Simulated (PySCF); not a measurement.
# C6H8ClFO: the cost of one run

Programs: PySCF 2.14.0, with routines of our own; each step states its level. All values are computed. Atoms count from 0.

## (1) The system as given

17 atoms, charge 0, multiplicity 1; geometry from: GFN2-xTB.

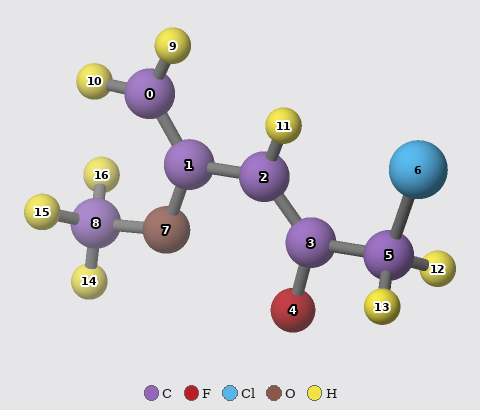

The starting geometry (carbon purple, fluorine red, chlorine blue, oxygen brown, hydrogen yellow).

## (2) Magnetic properties: GIAO KT3/pcSseg-1

What the job is given:

```
{"job": {"kind": "mag", "xc": "KT3", "basis": "pcSseg-1", "isotopologues": 0}, "charge": 0, "multiplicity": 1}
C     -1.356105     0.645173     1.536902
C     -0.697812     0.187736     0.466185
C      0.760370     0.141678     0.465621
C      1.554694    -0.265740    -0.519990
F      1.080518    -0.720654    -1.699126
C      3.053538    -0.300618    -0.539064
Cl     3.780124     0.290516     0.963031
O     -1.261792    -0.256197    -0.686687
C     -2.661673    -0.220366    -0.791935
H     -0.814692     0.974364     2.403004
H     -2.426547     0.706611     1.588625
H      1.231152     0.486410     1.371776
H      3.425653     0.323951    -1.356395
H      3.398644    -1.326733    -0.694344
H     -2.894307    -0.608193    -1.781957
H     -3.137428    -0.848868    -0.031677
H     -3.041335     0.802959    -0.703880
```

With the program's defaults for keys left out, this is: GIAO KT3/pcSseg-1 magnetisability, rotational g tensor and spin-rotation constants, non-relativistic, gas phase.

Launch:

```sh
$ OMP_NUM_THREADS=1 python excited_run.py task.json out
```

This one command runs all jobs of the session in turn.

**Question.** How long does this first job take on 1 thread of Arm Neoverse N1, shared host, and how much memory does it need?

About 99 s, with a peak of 0.71 GiB.
